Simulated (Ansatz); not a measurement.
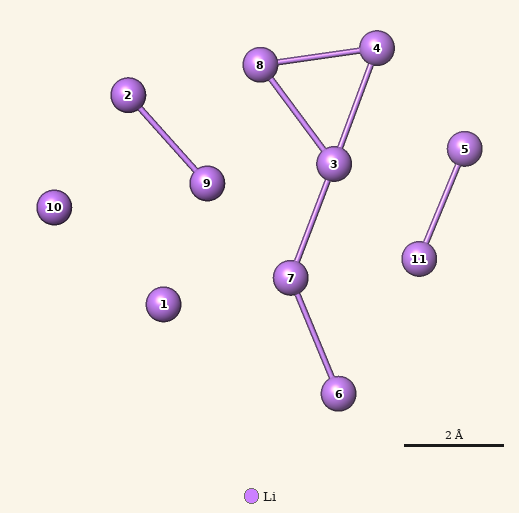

The structure as given in the input (ball-and-stick view, seen on its broad side; atoms are numbered from 1 in the order of the input). Sticks mark near contacts. Bond lengths as drawn: Li–Li 2.40 to 2.55 Å.

**Li₁₁: geometry relaxation (part 1 of 3)**

- system: Li₁₁, multiplicity 2
- method: UKS PBE0/def2-SVP (Ansatz 0.2.0)

Figures and captions count atoms from 1; the log counts them from 0 in places.

## Input
```yaml
crystal:
  periodic: [false, false, false]
  atoms:
    - {symbol: Li, position_ang: [-4.405900, 0.805300, -0.298600]}
    - {symbol: Li, position_ang: [-1.642700, 4.097100, 0.034700]}
    - {symbol: Li, position_ang: [0.000000, 0.000000, 0.000000]}
    - {symbol: Li, position_ang: [2.363200, 0.850100, 0.063900]}
    - {symbol: Li, position_ang: [1.958500, -1.831800, -0.026500]}
    - {symbol: Li, position_ang: [-3.483700, -3.083500, -0.370100]}
    - {symbol: Li, position_ang: [-2.324900, -0.820300, -0.210700]}
    - {symbol: Li, position_ang: [0.573900, 2.442300, 0.010100]}
    - {symbol: Li, position_ang: [-1.975700, 1.714600, 0.016900]}
    - {symbol: Li, position_ang: [-4.350600, 3.773700, -0.139100]}
    - {symbol: Li, position_ang: [-0.341800, -2.569000, -0.156100]}
basis:
  gaussian: {orbitals: def2-SVP}
magnetization: {spin_polarized: true, initial_magnetization: 1}
hamiltonian: {xc: pbe0}
scf: {omitted_lower_state_checks: [starts]}
output: {orbitals: {seedname: orbitals}}
relax: {f_tol: 0.02, max_steps: 100}
```

Command:
```bash
ansatz run in.yaml --threads 4 --pin off --events-out ev --progress --plain --max-ram 3916MiB
```

## Output
```
Functional definition: PBE0
  name "PBE0"
  cite "Adamo & Barone, J. Chem. Phys. 110, 6158 (1999) doi:10.1063/1.478522"
  cite "Perdew, Burke & Ernzerhof, Phys. Rev. Lett. 77, 3865 (1996) doi:10.1103/PhysRevLett.77.3865"
  parent pbe
  parameter a = 0.25
  parameter kappa = 0.804
  parameter beta = 0.06672455060314922
  exchange = (1 - a)*pbe_x(kappa = kappa, mu = beta*pi^2/3) + a*exact_x
  correlation = pbe_c(beta = beta)
these checks for a lower state are left out or cut short: starts
1573 factors; integrals over basis functions are off by at most 1.8e-4 eV
mean field evaluation 1: about -2228.8308 eV, gradient 2.3e1 eV
mean field evaluation 2: about -2202.7632 eV, gradient 3.2e1 eV
mean field evaluation 4: about -2237.9883 eV, gradient 8.4e0 eV
mean field evaluation 8: about -2239.7596 eV, gradient 3.4e-1 eV
mean field evaluation 16: about -2239.7719 eV, gradient 3.3e-2 eV
mean field evaluation 32: about -2239.8040 eV, gradient 2.0e-5 eV
mean field -2239.80396385 eV, -82.3112774780 hartree, gradient 7.5e-7 eV, S^2 1.378382; 0 other end points of the search recorded, 0 dependent functions left out
the calculation of the forces begins
reference -2239.80401684 eV, -82.3112794253 hartree; 17, 16 occupied and 82, 83 virtual orbitals, 1573 factors
relax step   1: F+E_penalty+E_count = -2239.80396385 eV  Δ(F+E_penalty+E_count) = +0.000e0 eV  max|allowed force component| = 1.247e0 eV/Å  Δτ_max = 0.0000 Å  (190 SCF iters, accepted)
these checks for a lower state are left out or cut short: starts, cluster_reference, orbital_swaps, neighbouring_geometries, increment
1573 factors; integrals over basis functions are off by at most 1.7e-4 eV
mean field -2240.70984935 eV, -82.3445681558 hartree, gradient 1.0e-6 eV, S^2 1.343052; 0 other end points of the search recorded, 0 dependent functions left out
[... from here on the field's lines of each further geometry are left out, up to the last ...]
relax step   2: F+E_penalty+E_count = -2240.70984935 eV  Δ(F+E_penalty+E_count) = -9.059e-1 eV  max|allowed force component| = 7.498e-1 eV/Å  Δτ_max = 0.1949 Å  (147 SCF iters, accepted)
relax step   3: F+E_penalty+E_count = -2241.29917088 eV  Δ(F+E_penalty+E_count) = -5.893e-1 eV  max|allowed force component| = 4.934e-1 eV/Å  Δτ_max = 0.1922 Å  (154 SCF iters, accepted)
relax step   4: F+E_penalty+E_count = -2241.65098633 eV  Δ(F+E_penalty+E_count) = -3.518e-1 eV  max|allowed force component| = 2.998e-1 eV/Å  Δτ_max = 0.1936 Å  (86 SCF iters, accepted)
relax step   5: F+E_penalty+E_count = -2241.84406578 eV  Δ(F+E_penalty+E_count) = -1.931e-1 eV  max|allowed force component| = 1.299e-1 eV/Å  Δτ_max = 0.1950 Å  (133 SCF iters, accepted)
relax step   6: F+E_penalty+E_count = -2241.92039854 eV  Δ(F+E_penalty+E_count) = -7.633e-2 eV  max|allowed force component| = 5.474e-2 eV/Å  Δτ_max = 0.1904 Å  (122 SCF iters, accepted)
relax step   7: F+E_penalty+E_count = -2241.94757111 eV  Δ(F+E_penalty+E_count) = -2.717e-2 eV  max|allowed force component| = 7.661e-2 eV/Å  Δτ_max = 0.1921 Å  (144 SCF iters, accepted)
relax step   8: F+E_penalty+E_count = -2241.97561062 eV  Δ(F+E_penalty+E_count) = -2.804e-2 eV  max|allowed force component| = 7.570e-2 eV/Å  Δτ_max = 0.1980 Å  (117 SCF iters, accepted)
relax step   9: F+E_penalty+E_count = -2242.00527329 eV  Δ(F+E_penalty+E_count) = -2.966e-2 eV  max|allowed force component| = 5.260e-2 eV/Å  Δτ_max = 0.1989 Å  (125 SCF iters, accepted)
relax step  10: F+E_penalty+E_count = -2242.03800117 eV  Δ(F+E_penalty+E_count) = -3.273e-2 eV  max|allowed force component| = 4.786e-2 eV/Å  Δτ_max = 0.1990 Å  (131 SCF iters, accepted)
relax step  11: F+E_penalty+E_count = -2242.05999960 eV  Δ(F+E_penalty+E_count) = -2.200e-2 eV  max|allowed force component| = 4.847e-2 eV/Å  Δτ_max = 0.1961 Å  (78 SCF iters, accepted)
relax step  12: F+E_penalty+E_count = -2242.08216514 eV  Δ(F+E_penalty+E_count) = -2.217e-2 eV  max|allowed force component| = 4.636e-2 eV/Å  Δτ_max = 0.1962 Å  (132 SCF iters, accepted)
relax step  13: F+E_penalty+E_count = -2242.10745788 eV  Δ(F+E_penalty+E_count) = -2.529e-2 eV  max|allowed force component| = 5.666e-2 eV/Å  Δτ_max = 0.1985 Å  (144 SCF iters, accepted)
relax step  14: F+E_penalty+E_count = -2242.13753389 eV  Δ(F+E_penalty+E_count) = -3.008e-2 eV  max|allowed force component| = 6.582e-2 eV/Å  Δτ_max = 0.1975 Å  (160 SCF iters, accepted)
relax step  15: F+E_penalty+E_count = -2242.17367489 eV  Δ(F+E_penalty+E_count) = -3.614e-2 eV  max|allowed force component| = 6.590e-2 eV/Å  Δτ_max = 0.1967 Å  (168 SCF iters, accepted)
relax step  16: F+E_penalty+E_count = -2242.21866847 eV  Δ(F+E_penalty+E_count) = -4.499e-2 eV  max|allowed force component| = 7.395e-2 eV/Å  Δτ_max = 0.1970 Å  (180 SCF iters, accepted)
relax step  17: F+E_penalty+E_count = -2242.26871539 eV  Δ(F+E_penalty+E_count) = -5.005e-2 eV  max|allowed force component| = 7.772e-2 eV/Å  Δτ_max = 0.1954 Å  (181 SCF iters, accepted)
relax step  18: F+E_penalty+E_count = -2242.31924070 eV  Δ(F+E_penalty+E_count) = -5.053e-2 eV  max|allowed force component| = 6.442e-2 eV/Å  Δτ_max = 0.1954 Å  (165 SCF iters, accepted)
relax step  19: F+E_penalty+E_count = -2242.37831396 eV  Δ(F+E_penalty+E_count) = -5.907e-2 eV  max|allowed force component| = 5.322e-2 eV/Å  Δτ_max = 0.1925 Å  (163 SCF iters, accepted)
relax step  20: F+E_penalty+E_count = -2242.41986942 eV  Δ(F+E_penalty+E_count) = -4.156e-2 eV  max|allowed force component| = 5.108e-2 eV/Å  Δτ_max = 0.1951 Å  (167 SCF iters, accepted)
relax step  21: F+E_penalty+E_count = -2242.45702756 eV  Δ(F+E_penalty+E_count) = -3.716e-2 eV  max|allowed force component| = 5.409e-2 eV/Å  Δτ_max = 0.1980 Å  (157 SCF iters, accepted)
relax step  22: F+E_penalty+E_count = -2242.50239717 eV  Δ(F+E_penalty+E_count) = -4.537e-2 eV  max|allowed force component| = 7.259e-2 eV/Å  Δτ_max = 0.1951 Å  (93 SCF iters, accepted)
relax step  23: F+E_penalty+E_count = -2242.56145966 eV  Δ(F+E_penalty+E_count) = -5.906e-2 eV  max|allowed force component| = 1.023e-1 eV/Å  Δτ_max = 0.1952 Å  (172 SCF iters, accepted)
relax step  24: F+E_penalty+E_count = -2242.64802500 eV  Δ(F+E_penalty+E_count) = -8.657e-2 eV  max|allowed force component| = 1.668e-1 eV/Å  Δτ_max = 0.1951 Å  (241 SCF iters, accepted)
relax step  25: F+E_penalty+E_count = -2242.77724008 eV  Δ(F+E_penalty+E_count) = -1.292e-1 eV  max|allowed force component| = 1.689e-1 eV/Å  Δτ_max = 0.1917 Å  (166 SCF iters, accepted)
relax step  26: F+E_penalty+E_count = -2242.87156191 eV  Δ(F+E_penalty+E_count) = -9.432e-2 eV  max|allowed force component| = 1.057e-1 eV/Å  Δτ_max = 0.1953 Å  (158 SCF iters, accepted)
relax step  27: F+E_penalty+E_count = -2242.92800686 eV  Δ(F+E_penalty+E_count) = -5.644e-2 eV  max|allowed force component| = 9.025e-2 eV/Å  Δτ_max = 0.1977 Å  (152 SCF iters, accepted)
relax step  28: F+E_penalty+E_count = -2242.97488144 eV  Δ(F+E_penalty+E_count) = -4.687e-2 eV  max|allowed force component| = 8.325e-2 eV/Å  Δτ_max = 0.1960 Å  (150 SCF iters, accepted)
relax step  29: F+E_penalty+E_count = -2243.02278854 eV  Δ(F+E_penalty+E_count) = -4.791e-2 eV  max|allowed force component| = 7.191e-2 eV/Å  Δτ_max = 0.1997 Å  (170 SCF iters, accepted)
relax step  30: F+E_penalty+E_count = -2243.07012708 eV  Δ(F+E_penalty+E_count) = -4.734e-2 eV  max|allowed force component| = 5.319e-2 eV/Å  Δτ_max = 0.1956 Å  (159 SCF iters, accepted)
relax step  31: F+E_penalty+E_count = -2243.12239007 eV  Δ(F+E_penalty+E_count) = -5.226e-2 eV  max|allowed force component| = 4.897e-2 eV/Å  Δτ_max = 0.1962 Å  (166 SCF iters, accepted)
relax step  32: F+E_penalty+E_count = -2243.16273117 eV  Δ(F+E_penalty+E_count) = -4.034e-2 eV  max|allowed force component| = 4.748e-2 eV/Å  Δτ_max = 0.1917 Å  (228 SCF iters, accepted)
relax step  33: F+E_penalty+E_count = -2243.16241184 eV  Δ(F+E_penalty+E_count) = +3.193e-4 eV  max|allowed force component| = 1.496e-1 eV/Å  Δτ_max = 0.1931 Å  (163 SCF iters, rejected (line search))
relax step  34: F+E_penalty+E_count = -2243.17569064 eV  Δ(F+E_penalty+E_count) = -1.296e-2 eV  max|allowed force component| = 3.664e-2 eV/Å  Δτ_max = 0.0964 Å  (174 SCF iters, accepted)
relax step  35: F+E_penalty+E_count = -2243.18645916 eV  Δ(F+E_penalty+E_count) = -1.077e-2 eV  max|allowed force component| = 3.732e-2 eV/Å  Δτ_max = 0.0984 Å  (174 SCF iters, accepted)
relax step  36: F+E_penalty+E_count = -2243.20748899 eV  Δ(F+E_penalty+E_count) = -2.103e-2 eV  max|allowed force component| = 5.276e-2 eV/Å  Δτ_max = 0.1463 Å  (161 SCF iters, accepted)
relax step  37: F+E_penalty+E_count = -2243.25101613 eV  Δ(F+E_penalty+E_count) = -4.353e-2 eV  max|allowed force component| = 9.051e-2 eV/Å  Δτ_max = 0.1999 Å  (159 SCF iters, accepted)
relax step  38: F+E_penalty+E_count = -2243.31452708 eV  Δ(F+E_penalty+E_count) = -6.351e-2 eV  max|allowed force component| = 1.327e-1 eV/Å  Δτ_max = 0.1950 Å  (160 SCF iters, accepted)
relax step  39: F+E_penalty+E_count = -2243.39173093 eV  Δ(F+E_penalty+E_count) = -7.720e-2 eV  max|allowed force component| = 1.621e-1 eV/Å  Δτ_max = 0.1911 Å  (152 SCF iters, accepted)
relax step  40: F+E_penalty+E_count = -2243.47245104 eV  Δ(F+E_penalty+E_count) = -8.072e-2 eV  max|allowed force component| = 1.591e-1 eV/Å  Δτ_max = 0.1906 Å  (151 SCF iters, accepted)
relax step  41: F+E_penalty+E_count = -2243.54990584 eV  Δ(F+E_penalty+E_count) = -7.745e-2 eV  max|allowed force component| = 1.007e-1 eV/Å  Δτ_max = 0.1958 Å  (150 SCF iters, accepted)
relax step  42: F+E_penalty+E_count = -2243.59849725 eV  Δ(F+E_penalty+E_count) = -4.859e-2 eV  max|allowed force component| = 4.722e-2 eV/Å  Δτ_max = 0.1917 Å  (159 SCF iters, accepted)
relax step  43: F+E_penalty+E_count = -2243.62151282 eV  Δ(F+E_penalty+E_count) = -2.302e-2 eV  max|allowed force component| = 4.096e-2 eV/Å  Δτ_max = 0.2000 Å  (160 SCF iters, accepted)
relax step  44: F+E_penalty+E_count = -2243.64108014 eV  Δ(F+E_penalty+E_count) = -1.957e-2 eV  max|allowed force component| = 5.795e-2 eV/Å  Δτ_max = 0.1976 Å  (188 SCF iters, accepted)
relax step  45: F+E_penalty+E_count = -2243.64720375 eV  Δ(F+E_penalty+E_count) = -6.124e-3 eV  max|allowed force component| = 3.052e-2 eV/Å  Δτ_max = 0.1989 Å  (238 SCF iters, accepted)
relax step  46: F+E_penalty+E_count = -2243.64981501 eV  Δ(F+E_penalty+E_count) = -2.611e-3 eV  max|allowed force component| = 1.640e-2 eV/Å  Δτ_max = 0.0493 Å  (165 SCF iters, accepted)
relax step  47: F+E_penalty+E_count = -2243.65038097 eV  Δ(F+E_penalty+E_count) = -5.660e-4 eV  max|allowed force component| = 1.353e-2 eV/Å  Δτ_max = 0.0245 Å  (148 SCF iters, accepted)
relax step  48: F+E_penalty+E_count = -2243.65077718 eV  Δ(F+E_penalty+E_count) = -3.962e-4 eV  max|allowed force component| = 4.680e-3 eV/Å  Δτ_max = 0.0274 Å  (145 SCF iters, accepted)
the calculation of the forces begins
reference -2243.65123157 eV, -82.4526619587 hartree; 17, 16 occupied and 82, 83 virtual orbitals, 1573 factors
relax step  49: F+E_penalty+E_count = -2243.65118478 eV  Δ(F+E_penalty+E_count) = -4.076e-4 eV  max|allowed force component| = 4.122e-3 eV/Å  Δτ_max = 0.0470 Å  (139 SCF iters, accepted)
```

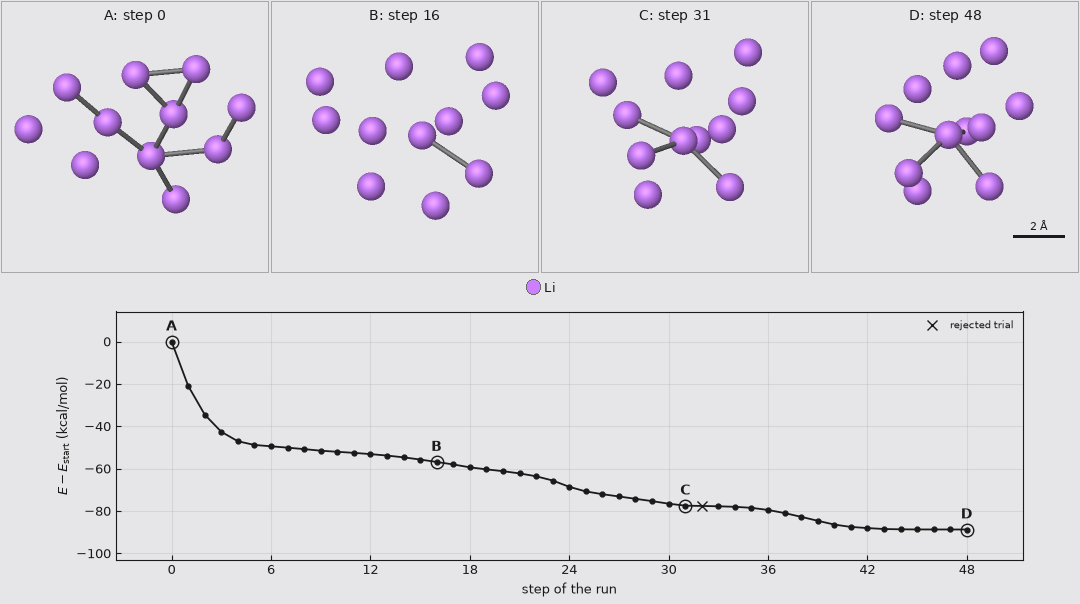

Frames of the relaxation (ball-and-stick view, seen at a tilt) above the curves, on which the letters mark them (the first geometry is step 0 here and step 1 in the log).

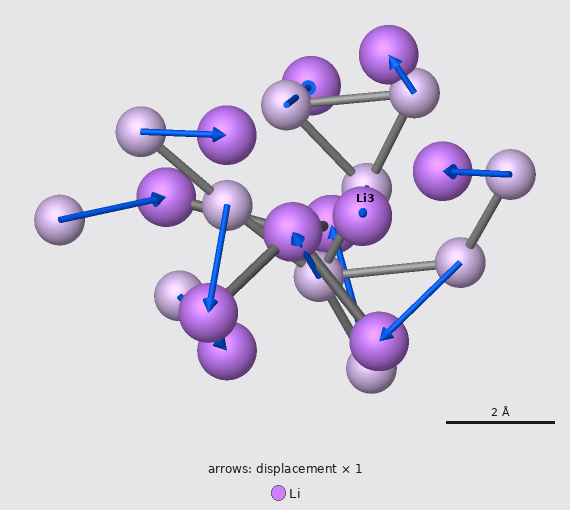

Start (faint) and end (solid) with the displacements as blue arrows, at true length (ball-and-stick view, seen at a tilt). The two geometries are laid on each other by the best rigid fit. Over 48 geometry steps the energy falls by 88.7 kcal/mol. Largest force component: 1.2 eV/Å at the start, 0.0041 eV/Å at the end. The line search rejected the trial step at point 32 (counted from 0) and went back. Li6 moves most after the best rigid fit: 2.77 Å. Among the contacts that change: Li7–Li10 5.021 → 2.586 Å, Li3–Li8 2.509 → 3.663 Å, Li2–Li9 2.406 → 3.377 Å, Li5–Li11 2.419 → 3.374 Å. New bonds form: Li7–Li10 (5.02 → 2.59 Å). Bonds break: Li2–Li9 (2.41 → 3.38 Å), Li3–Li8 (2.51 → 3.66 Å), Li5–Li11 (2.42 → 3.37 Å). Among the angles that change: Li9–Li7–Li11 123.3° → 88.2°, Li6–Li7–Li9 160.7° → 136.4°. (Atoms are counted from 1 in the order of the input.)

```
these checks for a lower state are left out or cut short: starts
1573 factors; integrals over basis functions are off by at most 1.0e-4 eV
mean field -2243.65118478 eV, -82.4526602392 hartree, gradient 4.1e-7 eV, S^2 1.038951; 0 other end points of the search recorded, 0 dependent functions left out
the calculation of the forces begins
reference -2243.65123157 eV, -82.4526619587 hartree; 17, 16 occupied and 82, 83 virtual orbitals, 1573 factors
Total energy: -2243.65123157 eV, -82.4526619587 hartree
Atom 0 at    -4.563614    -0.494628     0.384209 Å, force    -0.000730    -0.000403     0.000172 eV/Å
Atom 1 at    -0.440332     3.059973     0.143020 Å, force    -0.000638    -0.001939     0.000402 eV/Å
Atom 2 at     0.547478     0.634043     1.487694 Å, force     0.001939     0.000662     0.000157 eV/Å
Atom 3 at     2.495138     1.600925    -0.627507 Å, force    -0.001403    -0.003564     0.001421 eV/Å
Atom 4 at     0.702287    -1.269447    -0.753751 Å, force     0.004122     0.003473     0.000036 eV/Å
Atom 5 at    -2.482448    -1.327190    -1.827193 Å, force    -0.000542    -0.001052    -0.000339 eV/Å
Atom 6 at    -1.714627     0.340744    -0.008920 Å, force    -0.002806     0.002413     0.000880 eV/Å
Atom 7 at    -0.125069     1.195479    -2.068856 Å, force    -0.000307    -0.000491    -0.002354 eV/Å
Atom 8 at    -2.798411     1.539381     2.022192 Å, force     0.000643    -0.000938    -0.000928 eV/Å
Atom 9 at    -3.358980     1.984124    -1.141652 Å, force     0.000313     0.000002     0.001205 eV/Å
Atom 10 at    -1.891121    -1.884906     1.315263 Å, force    -0.000590     0.001836    -0.000653 eV/Å
Dipole moment:    -0.210588    -0.064726     0.029464 e Å
Checks for a lower state left out: starts
```

## Trajectory as extended XYZ (Å, eV, eV/Å), 49 frames, from step=1 to step=49
```
11
Properties=species:S:1:pos:R:3:forces:R:3 step=1 energy=-2239.80396
Li   -4.4059    0.8053   -0.2986   -0.6880  -0.1730  -0.0728
Li   -1.6427    4.0971    0.0347    0.2013   0.8701   0.0308
Li    0.0000    0.0000    0.0000    0.3179  -0.1658   0.0647
Li    2.3632    0.8501    0.0639    1.2474  -0.1074   0.0523
Li    1.9585   -1.8318   -0.0265    0.9522  -0.2474   0.0303
Li   -3.4837   -3.0835   -0.3701   -0.2484  -0.2406  -0.0268
Li   -2.3249   -0.8203   -0.2107   -0.3017  -0.2455  -0.0518
Li    0.5739    2.4423    0.0101   -0.0123   1.0587  -0.0247
Li   -1.9757    1.7146    0.0169   -0.4783   0.2489   0.0735
Li   -4.3506    3.7737   -0.1391   -0.2800  -0.0144  -0.0076
Li   -0.3418   -2.5690   -0.1561   -0.7102  -0.9836  -0.0679
11
Properties=species:S:1:pos:R:3:forces:R:3 step=2 energy=-2240.70985
Li   -4.5271    0.7738   -0.3110   -0.5658  -0.1846  -0.0603
Li   -1.6272    4.2424    0.0398    0.0955   0.7106   0.0243
Li    0.0629   -0.0230    0.0107    0.3082  -0.0632   0.0507
Li    2.5578    0.8566    0.0727    0.7498   0.0267   0.0357
Li    2.0871   -1.8958   -0.0235    0.4905  -0.2216   0.0106
Li   -3.5369   -3.1315   -0.3758   -0.2849  -0.2449  -0.0289
Li   -2.3755   -0.8571   -0.2190   -0.1223  -0.0900  -0.0334
Li    0.6048    2.5945    0.0069    0.1124   0.5280  -0.0174
Li   -2.0583    1.7731    0.0290   -0.2495   0.1931   0.0586
Li   -4.3969    3.7755   -0.1401   -0.1961  -0.0358  -0.0049
Li   -0.4203   -2.7301   -0.1652   -0.3379  -0.6184  -0.0350
11
Properties=species:S:1:pos:R:3:forces:R:3 step=3 energy=-2241.29917
Li   -4.6711    0.7109   -0.3255   -0.3843  -0.1690  -0.0378
Li   -1.6175    4.4343    0.0466    0.0403   0.4934   0.0186
Li    0.1604   -0.0387    0.0256    0.1992  -0.0461   0.0368
Li    2.7414    0.8740    0.0825    0.4789   0.0587   0.0256
Li    2.1875   -1.9591   -0.0228    0.2521  -0.1792   0.0000
Li   -3.6297   -3.1847   -0.3844   -0.2531  -0.1829  -0.0237
Li   -2.4028   -0.8851   -0.2297   -0.0240  -0.0002  -0.0236
Li    0.6484    2.7003    0.0020    0.1011   0.2938  -0.0127
Li   -2.1165    1.8426    0.0427   -0.1428   0.1560   0.0360
Li   -4.4457    3.7551   -0.1412   -0.1114  -0.0519  -0.0038
Li   -0.4843   -2.8710   -0.1712   -0.1559  -0.3728  -0.0153
11
Properties=species:S:1:pos:R:3:forces:R:3 step=4 energy=-2241.65099
Li   -4.8080    0.6257   -0.3353   -0.2147  -0.1335  -0.0147
Li   -1.6111    4.6275    0.0553   -0.0043   0.2998   0.0142
Li    0.2502   -0.0521    0.0432    0.1464  -0.0280   0.0280
Li    2.9121    0.8995    0.0932    0.2732   0.0404   0.0168
Li    2.2626   -2.0273   -0.0259    0.1236  -0.1159  -0.0051
Li   -3.7391   -3.2248   -0.3935   -0.1849  -0.0921  -0.0150
Li   -2.4067   -0.8953   -0.2439   -0.0077   0.0055  -0.0240
Li    0.6903    2.7915   -0.0033    0.0709   0.1546  -0.0077
Li   -2.1607    1.9129    0.0527   -0.0724   0.1259   0.0173
Li   -4.4842    3.7170   -0.1442   -0.0556  -0.0510  -0.0059
Li   -0.5351   -2.9962   -0.1738   -0.0745  -0.2057  -0.0038
```
